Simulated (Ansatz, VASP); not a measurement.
## Te in two plane-wave programs

Wanted: the spread between two codes on one cell, functional and k mesh.

Program: Ansatz 0.2.0. Level of theory: plane waves, with VASP 6.6.1 beside it; relaxation of cell and atoms at r2SCAN with rVV10. Results are calculated unless marked as measured.

### Step 1. Starting point

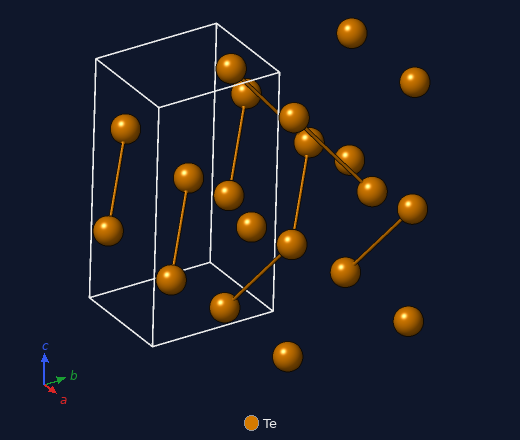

The starting structure, seen slightly off an axis (tellurium orange). 2×2×1 cells are drawn. Bonds to atoms that aren't drawn are left out. Some periodic images of atoms are drawn too.

### Step 2. Ansatz: relaxation of cell and atoms, r2SCAN with rVV10

Ansatz runs on its default PAW (the set named soft_2) files.

The relaxed volume is the usual yardstick between codes: its relative difference is about their pressure difference at one cell divided by the bulk modulus.

Input file input.yaml:

```yaml
crystal:
  lattice:
    - [4.4572, 0.0, 0.0]
    - [-2.2286, 3.8600484297, 0.0]
    - [0.0, 0.0, 5.929]
  atoms:
    - { symbol: Te, position: [0.7367, 0.7367, 0.0] }
    - { symbol: Te, position: [0.0, 0.2633, 0.6666666667] }
    - { symbol: Te, position: [0.2633, 0.0, 0.3333333333] }
hamiltonian:
  xc: r2scan
  pseudopotentials: { kind: paw }
  dispersion: rvv10
kpoints:
  mp_grid: { grid: [8, 8, 6] }
scf:
  occupations: { method: gaussian, width: 0.03 }
relax:
  f_tol: 0.01
  max_steps: 60
  cell: { stress_tol: 0.05 }
output:
  forces: true
  stress: true
  write_density: true
  write_potential: true
  elf: true
  volumetric_format: npy
```

The run is started by

```bash
$ ansatz run input.yaml --threads 4 --pin off --max-ram 9216MiB --backend cpu --events-out ev --progress --plain --runs-dir out
```

Numbers of over 12 decimals in the logs are rounded to 6 here.

The log of the run:

```text
Engine: ansatz 0.2.0, aarch64-unknown-linux-gnu
Pseudopotentials: kind: paw
Pseudopotential: Te, paw, valence charge 16, recommended cutoff 500 eV (meta_gga), Te.paw.azcp
Functional definition: r2SCAN+rVV10
  parameter k0 = 0.174
  parameter k1 = 0.065
  parameter a1 = 4.9479
  exchange = r2scan_x(k0 = k0, k1 = k1, a1 = a1)
  correlation = r2scan_c + rvv10(11.95, 0.0093)
Crystal: 3 atoms, lattice volume = 102.008 Å³
Basis set: ecut = 500 eV, 2595 PW (Γ), exchange–correlation on 160×160×200 points (64 copies of the dense FFT grid, shifted against one another)
Bands: 29, of which v1, the nominal top of the filled ones, is band 24 counted from 1 (23 counted from 0)
Symmetry: 6 space group operations
Space group: P3121 (ITA 152), of the structure as read, at distance tolerance 4.7e-5 Å
k-points: 50 of 384 (time reversal used)
Non-local potential: Te, projectors of the file, l = 0: 2, l = 1: 2, l = 2: 2, l = 3: 2
PAW form: soft (Blöchl's): semilocal exchange-correlation on the pseudo side does not see the compensation charge
rVV10 density: all electrons in the spheres
PAW frozen core: Te, regenerated for the run's functional (the file was generated under x = pbe(κ = 0.804, μ = 0.219515), c = pbe(β = 0.066725))
PAW one-centre angular grid: Te, 590 points (default); XC on 160 Gauss nodes
Initial density: superposition of atomic densities (neutral atoms: chi_scale 0, normalization atom), corrected by the library's trained network
Initial wavefunctions: pseudopotential atomic-orbital guess
Functional: x = r2scan, c = r2scan + rvv10(b = 11.95, C = 0.0093); τ floored in thin density (d = 2e-4 eV/Å³)
SCF iter   1: F=—  HF=-20978.425683 eV  |F-HF|=—  |Δ(HF+E_count)|=         —  Δρ=3.19e-3  dr2=9.33e-3  dr2_τ=2.97e-3  ethr=1.77e-3  ⟨swp⟩=7.8  Hψ=6958  notcnv=0
preconditioner: auto → Resta (q_TF=auto, 2.406 Å⁻¹)  ε∞=3.9  [insulator: Δε(μ)=0.607 eV  Ē_g=9.145 eV  σ=0.030 eV  W_gap=1.00  n_scr=22 (ndim 8)  ℏωp=15.6 eV  f_vac=0.028  D(μ)=0.00/eV (n_scr^D=0)  ε∞_Penn≈3.9]
SCF iter   2: F=—  HF=-20978.437008 eV  |F-HF|=—  |Δ(HF+E_count)|=   1.13e-2  Δρ=1.89e-3  dr2=2.68e-3  dr2_τ=4.32e-5  ethr=1.94e-5  ⟨swp⟩=2.0  Hψ=2483  notcnv=0  defer=50
SCF iter   3: F=—  HF=-20978.438038 eV  |F-HF|=—  |Δ(HF+E_count)|=   1.03e-3  Δρ=4.44e-4  dr2=1.03e-4  dr2_τ=1.29e-5  ethr=5.58e-6  ⟨swp⟩=2.0  Hψ=2799  notcnv=0  defer=50
SCF iter   4: F=—  HF=-20978.437992 eV  |F-HF|=—  |Δ(HF+E_count)|=   4.52e-5  Δρ=1.41e-4  dr2=1.23e-5  dr2_τ=2.46e-7  ethr=2.15e-7  ⟨swp⟩=2.0  Hψ=2600  notcnv=0  defer=50
SCF iter   5: F=—  HF=-20978.438004 eV  |F-HF|=—  |Δ(HF+E_count)|=   1.15e-5  Δρ=2.37e-5  dr2=5.27e-7  dr2_τ=2.00e-8  ethr=2.57e-8  ⟨swp⟩=3.0  Hψ=2609  notcnv=0  defer=50
SCF iter   6: F=-20978.438005 eV  HF=-20978.438005 eV  |F-HF|=1.37e-8  |Δ(HF+E_count)|=   6.10e-7  Δρ=6.38e-6  dr2=4.84e-8  dr2_τ=1.98e-9  ethr=2.08e-10  ⟨swp⟩=10.1  Hψ=10240  notcnv=0
SCF 1 converged in 6 iterations: F = -20978.438005 eV  dr2 = 4.84e-8
  greatest PAW one-centre occupation: 0.997 electrons in one spin orbital (limit 2), on the Te atom at site 0 (counted from 0), in its partial waves of l = 2
relax step   1: F+E_penalty+E_count = -20978.43800452 eV  Δ(F+E_penalty+E_count) = +0.000e0 eV  max|allowed force component| = 8.788e-2 eV/Å  Δτ_max = 0.0000 Å  P = +0.586 GPa  Ω = 102.008 Å³  (6 SCF iters, dr2 threshold 1.00e-7 eV, accepted)
[...]
relax step   2: F+E_penalty+E_count = -20978.43841943 eV  Δ(F+E_penalty+E_count) = -4.149e-4 eV  max|allowed force component| = 6.267e-2 eV/Å  Δτ_max = 0.0079 Å  P = -0.504 GPa  Ω = 103.766 Å³  energy of the carried Pulay correction = -1.928e-4 eV  (5 SCF iters, dr2 threshold 3.00e-7 eV, accepted)
[...]
relax step   3: F+E_penalty+E_count = -20978.44020665 eV  Δ(F+E_penalty+E_count) = -1.787e-3 eV  max|allowed force component| = 5.656e-4 eV/Å  Δτ_max = 0.0028 Å  P = -0.018 GPa  Ω = 102.919 Å³  energy of the carried Pulay correction = -1.003e-4 eV  (4 SCF iters, dr2 threshold 3.00e-7 eV, accepted)
[...]
relax step   4: F+E_penalty+E_count = -20978.44031255 eV  Δ(F+E_penalty+E_count) = -1.059e-4 eV  max|allowed force component| = 9.691e-4 eV/Å  Δτ_max = 0.0000 Å  P = -0.016 GPa  Ω = 102.919 Å³  stress off target by 1.62e-2 GPa  SCF on the basis re-selected at this cell (its energy is not comparable with the rows above)  (5 SCF iters)
basis re-selected at this cell: Δ(F+E_penalty+E_count) = -1.059e-4 eV, ΔP = +0.001 GPa vs the last step (what re-selecting the basis moved, of the pressure what is left beyond the Pulay correction that the steps carried, after the strain that the cell walked since its last selection, with what the two solves' SCF thresholds leave and, on support functions, any second-order correction that the steps lacked; it is no m [...]
SCF converged after 5 iterations
Free energy (F): -20978.440313 eV
Harris-Foulkes:  -20978.440313 eV  (|F-HF|=2.18e-11)
Internal energy: -20978.440313 eV  (E = F + TS)
E sigma→0 (E₀):  -20978.440313 eV
Fermi energy:    8.721649 eV
--- Per-component energies (eV) ---
  E_band       = -844.133615
  E_kinetic    = 538.756642
  E_local      = -3863.103747  (includes V_loc(G=0)·N_el)
  E_nonlocal   = -931.659835
  E_hartree    = 2448.317787
  E_xc         = -338.314930
  E_vxc        = -332.490653  (∫ρ·V_xc dr)
  E_paw        = -14058.397321  (= ΣΔE_a)
  E_vpaw       = -1172.734949  (= ΣTr[D̂ρ^β])
  E_aug_tail   = 0.000049  (compensation charges beyond the density's cutoff)
  E_vtau       = 20.463278  (kinetic-family band-sum trace: ∫τ·v_τ [+ j·A + Jᵃ·Aᵃ] dr)
  E_ewald      = -4774.893524
  E_core_change = 0.854566  (= ΣΔE_core)
  E_smearing   = -0.000000  (= −TS)
  E_closure    = 0.000000  (closes the sum)
  Σ components = -20978.440313   (vs F -20978.440313, Δ=0.00e0)
--- Forces (eV/Å), atoms counted from 1 ---
  atom   1  Te    -0.00048453    -0.00083923    -0.00000000
  atom   2  Te    -0.00048453     0.00083923     0.00000000
  atom   3  Te     0.00096906    -0.00000000    -0.00000000
  max |Σ_I F_I| component: 9.29e-18 eV/Å
--- Stress (GPa, compression-positive) ---
       -0.016208       0.000000       0.000000
       -0.000000      -0.016208      -0.000000
        0.000000      -0.000000      -0.016231
  P = ⅓ Tr σ = -0.0162 GPa (-0.162 kbar)
--- Band table (eV; the first three rows and the last of 50) ---
  k-point 0: bands = [... 20 lower, 5.5483, 6.7104, 6.7104, 7.5934, 9.5661, 9.5661, 10.2223, 13.7536, ... 1 higher]
  k-point 1: bands = [... 20 lower, 5.7774, 6.7805, 6.8164, 7.5686, 9.3960, 9.4269, 9.9817, 13.4433, ... 1 higher]
  k-point 2: bands = [... 20 lower, 5.7762, 6.9176, 7.0685, 7.4860, 9.1405, 9.1875, 9.5138, 13.0203, ... 1 higher]
  k-point 49: bands = [... 20 lower, 3.4655, 7.2122, 7.8604, 8.4090, 9.0769, 9.9734, 10.2279, 14.2442, ... 1 higher]
--- Relaxed structure (3 steps of the walk, 3 accepted, 1 SCFs on fresh bases) ---
  F+E_penalty+E_count = -20978.44031255 eV   max|allowed force component| = 9.691e-4 eV/Å   (the final SCF, on the basis selected at the relaxed cell)
  cell:  # Å, volume = 102.9185 Å³
    - [4.469593, 0.0, 3.493874641437653e-18]
    - [-2.234796, 3.870781, -1.7469373207188266e-18]
    - [4.647577570944235e-18, 0, 5.948768]
  atoms:
    - { symbol: Te, position: [0.735557, 0.735557, 0] }
    - { symbol: Te, position: [-6.93214170132137e-19, 0.264443, 0.666667] }
    - { symbol: Te, position: [0.264443, 0, 0.333333] }
```

Run time: 44 s. Hardware: 4 threads of Arm Neoverse V1, shared host; peak memory 0.75 GiB; 2.9 min of CPU time.

(Continued in part 2 of 2.)

[Lines on the potential files, build, host, timing and source positions are cut from VASP's logs without a mark.]

[Logs are printed without paths, hosts, clocks, repeated set-up lines and the standing remarks that a program may print on its own settings, such as how far it seeks lower states.]

[Hosts, paths, dates, database ids (printed as entryN), source tags and the programs' standing remarks are cut or masked in the printed files.]
